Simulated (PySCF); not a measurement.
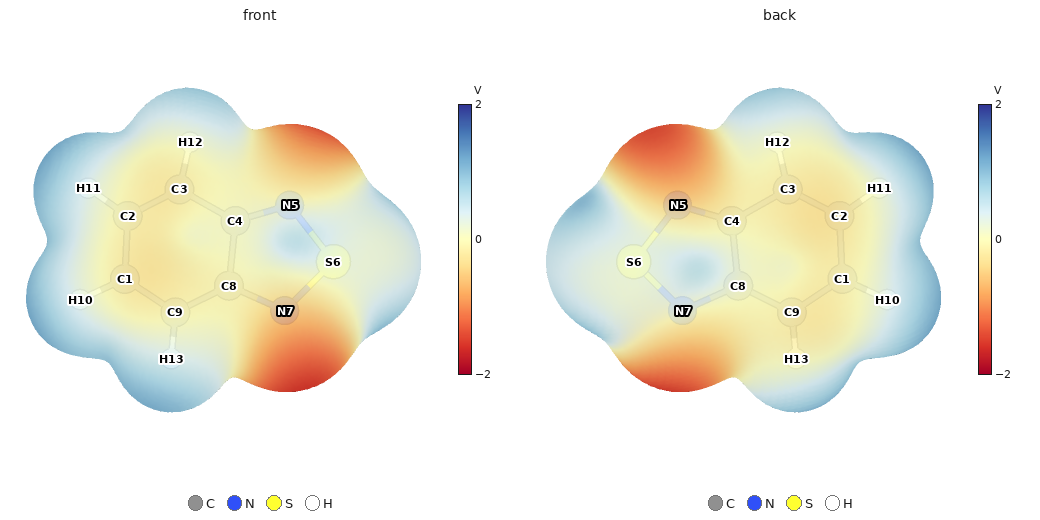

Figure 1: C6H4N2S (SMILES c1ccc2nsnc2c1). The electrostatic potential painted on the density surface at 0.002 e/bohr³, seen from the front and from behind; red is negative and blue positive.

Geometry: GFN2-xTB, MD frame at 250 fs, 600 K.

All numbers below come from PBE0/pcSseg-1, SCF density, gas phase, non-relativistic (PySCF 2.14.0).

| atom | x (Å) | y (Å) | z (Å) |
| --- | --- | --- | --- |
| C | -1.4384 | 1.0768 | 0.5942 |
| C | -1.8211 | -0.2863 | 0.6173 |
| C | -0.9433 | -1.2378 | 0.3753 |
| C | 0.3746 | -0.9471 | -0.0812 |
| N | 1.3968 | -1.7040 | -0.2932 |
| S | 2.6796 | -0.8193 | -0.5870 |
| N | 1.9866 | 0.6151 | -0.4692 |
| C | 0.6765 | 0.4949 | -0.1429 |
| C | -0.2722 | 1.4899 | 0.0099 |
| H | -2.1559 | 1.8071 | 0.9769 |
| H | -2.8287 | -0.5836 | 0.8452 |
| H | -1.1065 | -2.2894 | 0.2131 |
| H | -0.0547 | 2.5253 | -0.0590 |

### Describe the electrostatic potential map.

The most negative region (about −1.5 V, or −35 kcal/mol for a unit charge) lies over N7, the most positive (about +1.1 V, or +25 kcal/mol for a unit charge) over H10, H11 and H13. N7 is the likeliest acceptor of a hydrogen bond.

### How polar is the molecule by this calculation?

Its dipole moment is 1.77 D.
